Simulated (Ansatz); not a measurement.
```xyz
8

B    -0.0038    0.0294   -0.0921
Cl   -0.0214    0.1673    1.7091
N     1.2507    0.1098   -0.7447
H     1.3719    0.0440   -1.7537
H     2.1156    0.2437   -0.2264
N    -1.2453   -0.1521   -0.7493
H    -2.1207   -0.2040   -0.2339
H    -1.3470   -0.2381   -1.7589
```

Method: Ansatz 0.2.0, RKS PBE/def2-SVP.

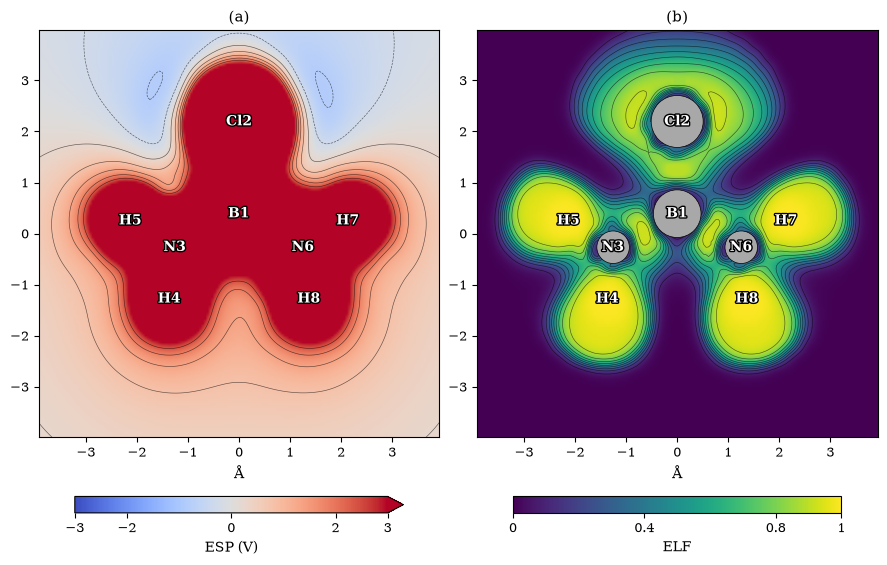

BClH4N2. (a) electrostatic potential; (b) ELF on the molecular plane. Grey discs cover the atomic cores in the ELF map.

What does the map show?

The section cuts through B, Cl, N and H sites.
B–N (1.42 Å): the ELF peaks at about 0.90 between the atoms (a short, strongly polar bond).
B–Cl (1.81 Å): the ELF peaks at about 0.90 between the atoms (a polar covalent bond).
N–H (1.02 Å): the ELF climbs to about 1 towards the hydrogen, as it does in any bond to H; a covalent bond by its length.
The ELF also peaks beside Cl2, away from the bonds: lone-pair regions.
Outside the dense part of the molecule the potential is most negative (−0.9 V) near Cl2.
